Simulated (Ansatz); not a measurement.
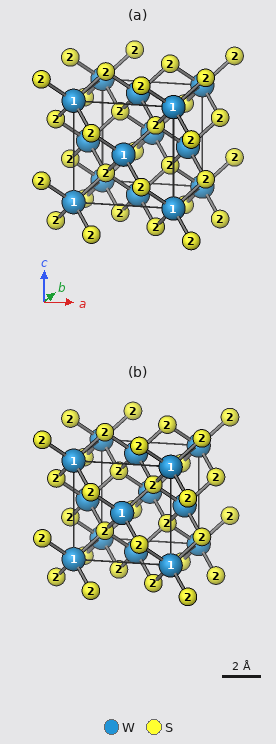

The structure of a crystal of WS (built on the zinc blende_216 type) (coarse preliminary run) before (top) and after (bottom) a relaxation, at one scale.

A ball-and-stick model of the conventional cell (4 times the calculation's cell), seen from a free direction. Lengths and directions refer to the drawn axes.

Case: zinc blende type (F-43m, No. 216).

These are results of DFT PBE, scalar-relativistic, plane waves, PAW (Ansatz 0.2.0), not measurements. Settings: plane-wave cutoff 420 eV; k-point mesh 6 × 6 × 6; occupations gaussian; smearing width 0.1 eV; no spin polarisation; cell and atoms relaxed; force threshold 0.04 eV/Å; at most 70 steps.

Question: Summarise the run.

Answer: No atom moves by more than 0.005 Å relative to the cell. The volume changes by −8.3 %, with a = b = c 5.491 → 5.335 Å (−2.8 %). Among the contacts that change: W1–S2 2.378 → 2.310 Å. The space group stays F-43m (No. 216). Over 3 accepted moves (4 points after the start) the energy falls by 65.4 meV per atom. All forces vanish by symmetry, so only the cell relaxes. Pressure: −11.27 GPa at the start and −0.02 GPa at the end. The SCF was repeated once at an unchanged geometry on a basis and grid sized afresh for the cell, which shifted the energy by 0.3 meV per atom at most. The run took 4.6 s on 1 thread of Intel(R) Xeon(R) Platinum 8488C (Sapphire Rapids), with other jobs on the host, peak memory 0.37 GiB.
